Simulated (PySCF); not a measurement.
C5H14Si, SMILES CC(C)([SiH2]C)C at its GFN2-xTB optimised geometry (Å):

```
20

C      2.2297     0.7614     1.5362
Si     1.5395    -0.1132     0.0000
C     -0.3815    -0.1132     0.0000
C     -0.9205    -0.8431     1.2314
C     -0.9212     1.3179     0.0000
C     -0.8891    -0.8273    -1.2531
H      1.9302     1.8045     1.5737
H      1.8956     0.2872     2.4540
H      3.3144     0.7337     1.5310
H      2.0113     0.5774    -1.2091
H      2.0099    -1.5059    -0.0235
H     -0.6133    -0.3421     2.1470
H     -0.5576    -1.8686     1.2638
H     -2.0104    -0.8704     1.2123
H     -0.5600     1.8686    -0.8664
H     -2.0113     1.3148    -0.0316
H     -0.6130     1.8507     0.8972
H     -0.5370    -0.3271    -2.1528
H     -0.5396    -1.8571    -1.2796
H     -1.9791    -0.8376    -1.2744
```

Level of theory: PBE/def2-SVP in PySCF 2.14.0. Cells within 0.4 Å of a nucleus heavier than hydrogen are left out (blank, or x).

Map of the HOMO−1 amplitude (bohr^(-3/2)) on the plane z = 0.0 Å; orbital energy -7.48 eV, overall sign arbitrary:

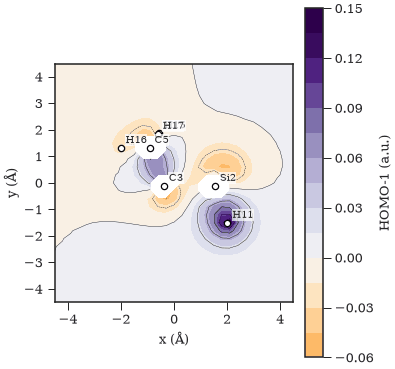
Figure. HOMO−1 amplitude (bohr^(-3/2)) on the plane z = 0.0 Å.
